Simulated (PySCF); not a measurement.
C$_{7}$H$_{6}$Cl (SMILES Cl[CH+]c1ccccc1) (charge +1)

```xyz
14

Cl    3.1404   -1.5380    0.2450
C     2.2513   -0.2275   -0.2030
C     0.8718   -0.0982   -0.0748
C     0.2532    1.1101   -0.5165
C    -1.1057    1.2703   -0.4053
C    -1.8876    0.2498    0.1417
C    -1.3046   -0.9425    0.5815
C     0.0514   -1.1238    0.4793
H     2.8103    0.5996   -0.6368
H     0.8664    1.8926   -0.9369
H    -1.5753    2.1831   -0.7390
H    -2.9566    0.3826    0.2258
H    -1.9268   -1.7184    1.0010
H     0.5112   -2.0401    0.8158
```

Geometry: GFN2-xTB.

The calculation used PBE0/pcSseg-1, SCF density, gas phase, non-relativistic in PySCF.

**What can the converged electron density and electron localisation function tell about the bonding?**

C–C (1.37 Å): ρ at the midpoint is about 2.1 e/Å³; the ELF peaks at about 0.95 between the atoms, as expected for localised, covalent bonding.
C–Cl (1.65 Å): ρ at the midpoint is about 1.7 e/Å³; the ELF peaks at about 0.90 between the atoms: localised, covalent bonding.
C–H (1.08 Å): ρ is about 2.1 e/Å³ halfway; the ELF climbs to about 1 towards the hydrogen, as it does in any bond to H (an ordinary covalent bond to hydrogen).
C–C (1.43 Å): the density is about 2 e/Å³ at the midpoint; the ELF peaks at about 0.95 between the atoms (a covalent bond).

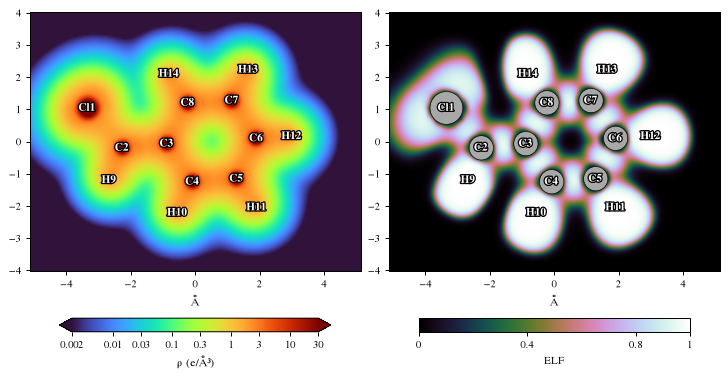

Computed electron density and electron localisation function on the molecular plane, in this order. Grey discs cover the atomic cores in the ELF map. 
